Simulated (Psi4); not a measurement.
**[AlH4]− (SMILES [AlH4-]): HF/cc-pVTZ (sweep point 8)**

Aim: the vertical ionisation energy of [AlH4]− at HF/cc-pVTZ (sweep point 8), from 2 runs. 

The results are computed with Psi4 1.11.

2 further runs of the same task are left out: 2 set aside as unsound or not needed.

## 1. Starting point

[AlH4]− has 5 atoms, charge -1, and is taken as a singlet. As SMILES, `[AlH4-]`. Geometry: a GFN2-xTB relaxation, a rough one for these elements and not checked as a minimum.

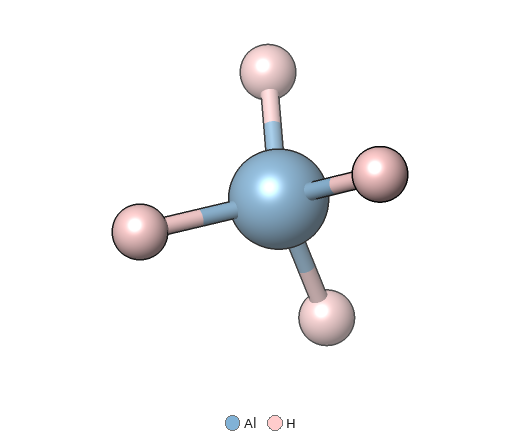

The structure, seen from a chosen angle (aluminium light blue, hydrogen pink).

## 2. The energy at HF/cc-pVTZ (sweep point 8)

Input file input.inp:

```
memory 1600 mb

molecule {
  -1 1
  Al    -0.00003779     0.00011338    -0.00204090
  H      2.72783856    -0.95293219     1.05146251
  H     -2.23548931    -1.14233944     1.77469850
  H     -0.38520177    -0.97723407    -2.89262268
  H     -0.10709078     3.07241122     0.06850257
  units bohr
  symmetry c1
}

set basis cc-pVTZ
set puream true
set scf_type pk

e_tot = energy("scf")
```

Launch:

```
psi4 -n 1 input.inp input.out
```

input.out:

```text
[...]
  Running in c1 symmetry.
[...]
  Nuclear repulsion =   18.102884363481468
[...]
  Multiplicity = 1
[...]
  Nalpha       = 9
  Nbeta        = 9
[...]
    Number of basis functions: 90
[...]
   @RHF iter   1:  -244.22118239945215   -6.73331e-01   1.78051e-03 DIIS/ADIIS
[...]
   @RHF iter   6:  -244.24694435488084   -1.32062e-07   3.26955e-07 DIIS
[...]
    Orbital Energies [Eh]
    ---------------------
    Doubly Occupied:
       1A    -58.211565     2A     -4.627868     3A     -2.942348
       4A     -2.942348     5A     -2.942343     6A     -0.356899
       7A     -0.195652     8A     -0.195458     9A     -0.195341
[...]
  @RHF Final Energy:  -244.24694435488084
   => Energetics <=
    Nuclear Repulsion Energy =             18.1028843634814685
    One-Electron Energy =                -379.4799828622454356
    Two-Electron Energy =                 117.1301541438831606
    Total Energy =                       -244.2469443548808385
[...]
 Multipole Moments:
 ------------------------------------------------------------------------------------
     Multipole            Electronic (a.u.)      Nuclear  (a.u.)        Total (a.u.)
 ------------------------------------------------------------------------------------
 L = 1.  Multiply by 2.5417464519 to convert [e a0] to [Debye]
 Dipole X            :         -0.0001933            0.0000930           -0.0001003
 Dipole Y            :          0.0006454           -0.0002453            0.0004001
 Dipole Z            :         -0.0086270            0.0045670           -0.0040600
 Magnitude           :                                                    0.0040809
[...]
```

Wall time 2.9 s (1 thread of Intel Xeon Platinum 8488C (Sapphire Rapids), shared host); peak memory 0.51 GiB.

## 3. Doublet neutral AlH4

Input file job.dat:

```
memory 1600 MB

molecule {
  0 2
  Al    -0.00003779     0.00011338    -0.00204090
  H      2.72783856    -0.95293219     1.05146251
  H     -2.23548931    -1.14233944     1.77469850
  H     -0.38520177    -0.97723407    -2.89262268
  H     -0.10709078     3.07241122     0.06850257
  units bohr
  symmetry c1
}

set globals {
  basis cc-pVTZ
  reference uhf
  puream true
  scf_type pk
  maxiter 150
}

energy_value = energy("scf")
print_variables()
```

Launch:

```
psi4 job.dat job.out -n 1
```

job.out:

```text
[...]
  Running in c1 symmetry.
[...]
  Nuclear repulsion =   18.102884363481468
[...]
  Multiplicity = 2
[...]
  Nalpha       = 9
  Nbeta        = 8
[...]
    Number of basis functions: 90
[...]
   @UHF iter   1:  -244.05712261980494   -5.09272e-01   1.73297e-03 DIIS/ADIIS
[...]
   @UHF iter  14:  -244.09475788593420   -3.65910e-08   4.56378e-07 DIIS
[...]
   @S^2 Observed:                8.297815899E-01
[...]
    Orbital Energies [Eh]
    ---------------------
    Alpha Occupied:
       1A    -58.471379     2A     -4.887856     3A     -3.206904
       4A     -3.200266     5A     -3.199828     6A     -0.669233
       7A     -0.576748     8A     -0.454647     9A     -0.401313
    Alpha Virtual:
      10A      0.112570    11A      0.112661    12A      0.117722
      13A      0.196863    14A      0.236786    15A      0.239949
      16A      0.251905    17A      0.256065    18A      0.273208
      19A      0.278026    20A      0.360265    21A      0.374403
      22A      0.402076    23A      0.533357    24A      0.564315
      25A      0.602529    26A      0.608651    27A      0.721924
[...]
  @UHF Final Energy:  -244.09475788593420
   => Energetics <=
    Nuclear Repulsion Energy =             18.1028843634814685
    One-Electron Energy =                -375.0290940706589708
    Two-Electron Energy =                 112.8314518212433200
    Total Energy =                       -244.0947578859342002
  UHF NO Occupations:
  HONO-2 :    7  A 1.9998098
  HONO-1 :    8  A 1.9595871
[...]
 Multipole Moments:
 ------------------------------------------------------------------------------------
     Multipole            Electronic (a.u.)      Nuclear  (a.u.)        Total (a.u.)
 ------------------------------------------------------------------------------------
 L = 1.  Multiply by 2.5417464519 to convert [e a0] to [Debye]
 Dipole X            :          0.1280356            0.0000930            0.1281286
 Dipole Y            :         -0.5341244           -0.0002453           -0.5343697
 Dipole Z            :          0.7135547            0.0045670            0.7181217
 Magnitude           :                                                    0.9042492
[...]
```

Wall time 3.6 s (1 thread of Intel Xeon Platinum 8488C (Sapphire Rapids), shared host); peak memory 0.51 GiB.

## 4. What came out

Level: HF/cc-pVTZ (sweep point 8).

| quantity | value |
| --- | --- |
| singlet [AlH4]−: total energy | -244.24694 Eh |
| singlet [AlH4]−: HOMO energy | -5.32 eV |
| singlet [AlH4]−: LUMO energy | 8.22 eV |
| singlet [AlH4]−: HOMO–LUMO gap (to an unbound level, set by the basis) | 13.53 eV |
| doublet neutral AlH4: total energy | -244.09476 Eh |
| doublet neutral AlH4: dipole moment | 2.30 D |
| doublet neutral AlH4: HOMO energy (highest over α and β) | -10.29 eV |
| doublet neutral AlH4: LUMO energy (lowest over α and β) | -3.09 eV |
| doublet neutral AlH4: ⟨S²⟩ | 0.830 |
| vertical detachment energy (to the doublet neutral) | 4.141 eV |

What this shows: Removing an electron at fixed nuclei costs 4.14 eV (400 kJ/mol). The negative HOMO energy of the first species, 5.32 eV, lies 1.17 eV above that difference.
